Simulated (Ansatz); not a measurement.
**GeSiH5Cl: one change and its effect**

System: GeSiH5Cl.
Method of the first run: RKS PBE0-D4/def2-TZVPP (Ansatz 0.2.0).

The geometry comes from this level: PBE0-D4/def2-TZVP. Text and figures count atoms from 1; the logs count them from 0 in places.

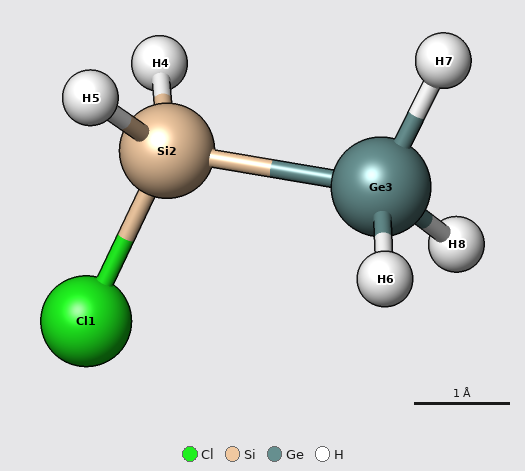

Fig. 1: The structure (ball-and-stick view, seen at a tilt; atoms are numbered from 1 in the order of the input). Sticks mark near contacts. Bond lengths as drawn: Cl–Si 2.06 Å, Ge–H 1.54 Å, Ge–Si 2.38 Å and H–Si 1.48 Å.

**Input, the first run**
```yaml
crystal:
  periodic: [false, false, false]
  atoms:
    - {symbol: Cl, position_ang: [-2.290325, 1.217200, -0.310567]}
    - {symbol: Si, position_ang: [-0.414064, 0.602619, -0.906888]}
    - {symbol: Ge, position_ang: [0.581487, -0.662164, 0.842713]}
    - {symbol: H, position_ang: [-0.573600, -0.206376, -2.140799]}
    - {symbol: H, position_ang: [0.380664, 1.815659, -1.222162]}
    - {symbol: H, position_ang: [0.711229, 0.201704, 2.106079]}
    - {symbol: H, position_ang: [1.981537, -1.135480, 0.415633]}
    - {symbol: H, position_ang: [-0.284628, -1.890263, 1.160192]}
basis:
  gaussian: {orbitals: def2-TZVPP}
hamiltonian: {xc: pbe0, dispersion: d4}
output: {orbitals: {seedname: orbitals}}
```

Hardware: 2 CPU threads, shared host.

**Output (the first run)**
```
Functional definition: PBE0
  parameter a = 0.25
  parameter kappa = 0.804
  parameter beta = 0.06672455060314922
  exchange = (1 - a)*pbe_x(kappa = kappa, mu = beta*pi^2/3) + a*exact_x
  correlation = pbe_c(beta = beta)
1312 factors; their error is unknown
mean field evaluation 1: about -76986.4274 eV, gradient 1.8e1 eV
mean field evaluation 2: about -76986.6989 eV, gradient 1.6e1 eV
mean field evaluation 4: about -76986.9003 eV, gradient 6.2e-1 eV
mean field evaluation 8: about -76987.2192 eV, gradient 1.4e-2 eV
mean field -76987.21916904 eV, -2829.2281206509 hartree, gradient 4.2e-5 eV, S^2 0.000000; 0 other end points of the search recorded, 0 dependent functions left out
reference -76987.21920188 eV, -2829.2281218576 hartree; 34, 34 occupied and 168, 168 virtual orbitals, 1312 factors
Total energy: -76987.37046123 eV, -2829.2336805363 hartree
```

The input of the second run differs as follows (lines with − go, lines with + come):
```diff
-  gaussian: {orbitals: def2-TZVPP}
+  gaussian: {orbitals: def2-SVP}
```

What does this change do to the results?

The total energy of the second run is 330.4 kcal/mol higher, which measures the change of basis and not a stability. The HOMO goes from −8.15 to −8.09 eV. The LUMO goes from −0.44 to −0.19 eV. The basis functions go from 202 to 93.

**Output (the second run)**
```
Functional definition: PBE0
  parameter a = 0.25
  parameter kappa = 0.804
  parameter beta = 0.06672455060314922
  exchange = (1 - a)*pbe_x(kappa = kappa, mu = beta*pi^2/3) + a*exact_x
  correlation = pbe_c(beta = beta)
897 factors; integrals over basis functions are off by at most 1.5e-3 eV
mean field evaluation 1: about -76972.5122 eV, gradient 1.5e1 eV
mean field evaluation 2: about -76972.7042 eV, gradient 1.2e1 eV
mean field evaluation 4: about -76972.8586 eV, gradient 2.2e-1 eV
mean field evaluation 8: about -76972.8908 eV, gradient 1.3e-2 eV
mean field -76972.89076445 eV, -2828.7015614944 hartree, gradient 4.4e-5 eV, S^2 0.000000; 0 other end points of the search recorded, 0 dependent functions left out
reference -76972.89079102 eV, -2828.7015624708 hartree; 34, 34 occupied and 59, 59 virtual orbitals, 897 factors
Total energy: -76973.04205037 eV, -2828.7071211495 hartree
```

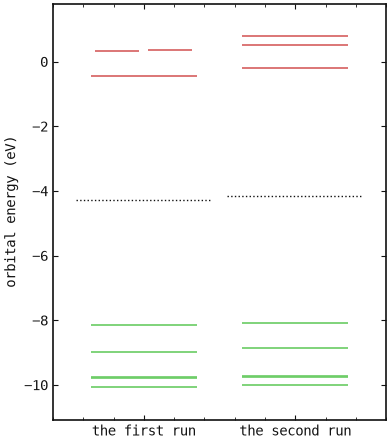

Fig. 2: The five highest filled and three lowest empty orbital energies of the two runs; the dotted lines part filled from empty levels. The HOMO–LUMO gap is 7.71 eV in the first run and 7.90 eV in the second run.

**The two runs side by side**

| quantity | the first run | the second run |
| --- | --- | --- |
| outcome | converged | converged |
| total energy (hartree) | −2829.233681 | −2828.707121 |
| HOMO (eV) | −8.15 | −8.09 |
| LUMO (eV) | −0.44 | −0.19 |
| basis functions | 202 | 93 |
| wall time (shared host) | 4.4 s | 2 s |
